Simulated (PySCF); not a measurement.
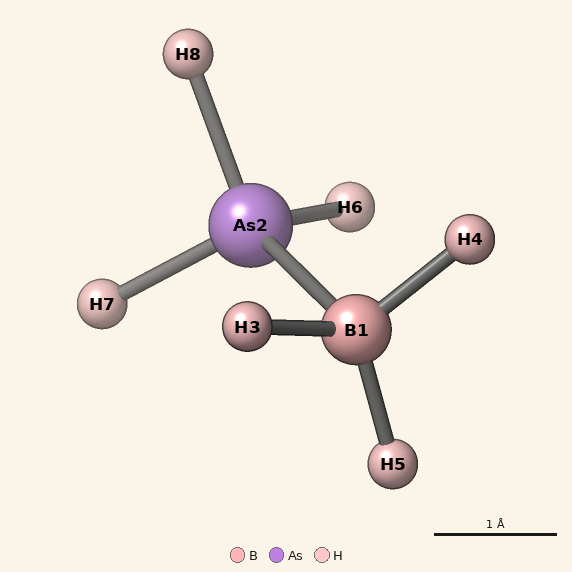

Orthographic view. Distant atoms are faded towards the background colour. The computed structure is the end point of a PBE0-D3(BJ)/def2-SVP optimisation. No frequency run is at hand to confirm it as a minimum.

Write a MOL file (V2000) with the atoms in numerical order, bonds sorted by atom number with the orders drawn, and coordinates in the frame of the picture: x right, y up, z towards the viewer, origin at the mean position.

```
AsBH6
                    3D

  8  7  0  0  0  0  0  0  0  0999 V2000
    0.5100   -0.5000    0.9600 B   0  0  0  0  0  0  0  0  0  0  0  0
   -0.3600    0.3600   -0.6800 As  0  0  0  0  0  4  0  0  0  0  0  0
   -0.3900   -0.4800    1.7800 H   0  0  0  0  0  0  0  0  0  0  0  0
    1.4500    0.2400    1.1900 H   0  0  0  0  0  0  0  0  0  0  0  0
    0.8100   -1.6100    0.5500 H   0  0  0  0  0  0  0  0  0  0  0  0
    0.4600    0.5100   -1.9400 H   0  0  0  0  0  0  0  0  0  0  0  0
   -1.5900   -0.2900   -1.2800 H   0  0  0  0  0  0  0  0  0  0  0  0
   -0.8800    1.7700   -0.5700 H   0  0  0  0  0  0  0  0  0  0  0  0
  1  2  1  0
  1  3  1  0
  1  4  1  0
  1  5  1  0
  2  6  1  0
  2  7  1  0
  2  8  1  0
M  CHG  2   1  -1   2   1
M  END
```
